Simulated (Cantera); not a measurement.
Feed: 1 mol Cu, 6.6 mol F2, held at 9.00 Torr.

These are equilibrium values from Cantera (NASA tables, ideal gas, pure condensed phases), not measurements of a reactor. Candidate condensed phases: Cu, CuF2; 6 gas species. Kinetics and transport are ignored.

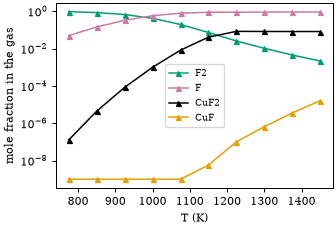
Figure. Equilibrium gas composition (values under 1e-9 drawn at 1e-9)

From 775 K to 1075 K the condensed part is CuF2(s). At 1150 K the condensed part is CuF2(l). From 1225 K to 1450 K nothing is condensed. The main Cu-bearing gas is CuF2 throughout.
